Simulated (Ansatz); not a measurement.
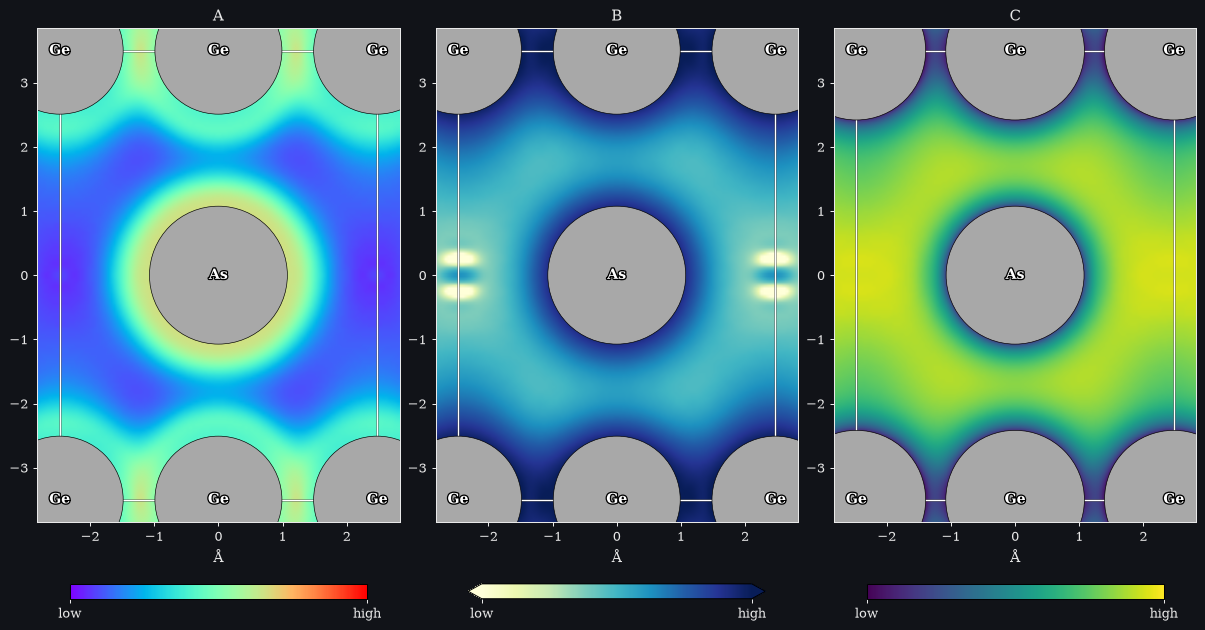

Ge₄As: 3 fields on the (011̄) plane of the conventional cell, with unlabelled colour scales. Grey discs cover the atomic cores.

Space group Pm-3m; a structure generated by program, which may or may not match a known phase; computed without spin polarisation.

These are results of DFT PBE, scalar-relativistic, plane waves, PAW (Ansatz 0.2.0), not measurements.

```
CELL_PARAMETERS angstrom
4.94676 0.00000 0.00000
0.00000 4.94676 0.00000
0.00000 0.00000 4.94676
ATOMIC_POSITIONS crystal
Ge 0.50000 0.50000 0.50000
Ge 0.00000 0.50000 0.50000
Ge 0.50000 0.00000 0.50000
Ge 0.50000 0.50000 0.00000
As 0.00000 0.00000 0.00000
```

The panels show electron localisation function, electrostatic potential energy of an electron and valence pseudo-density in some order. Assign them.

Panel A: electron localisation function. Panel B: valence pseudo-density. Panel C: electrostatic potential energy of an electron (low next to the atoms, rising into the space between them). From the grid: Ge–Ge (2.47 Å): the density is about 0.46 e/Å³ at the midpoint; the ELF peaks at about 0.65 between the atoms. Ge–As (3.50 Å): ρ at the midpoint is about 0.1 e/Å³; the ELF is about 0.25 at the midpoint (no localised pair shows between them).
